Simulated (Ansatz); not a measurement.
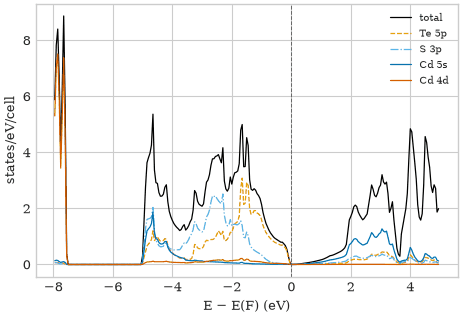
Figure: Total and projected density of states of Cd₂TeS in space group P3m1 (No. 156; Cd on 1c, Cd on 1a, Te on 1a, S on 1c), DFT-PBEsol in the program Ansatz with PAW potentials

Problem. Which orbitals carry the states next to the Fermi level?

Solution. Within 0.5 eV of the Fermi level: Te 5p 85 %. Projections are on Löwdin-orthogonalised atomic valence shells; empty p or d shells of many metals are not among them.

Problem. Where is the tallest occupied peak in this window, and what makes it?

Solution. Near -7.6 eV, about 8.9 states/eV per cell; the largest projected share is Cd 4d.

The workflow started from a Materials Project entry (that database holds measured and hypothetical structures alike); the Crystallography Open Database copy checked does not list it. Whether it is the stable phase at ambient conditions was not checked. The cell was relaxed with PBEsol under the symmetry of its start; of distortions, only those at the zone centre were tested. Spin–orbit coupling is left out wherever it is not named.

Potentials: the later of the program's two PAW sets.
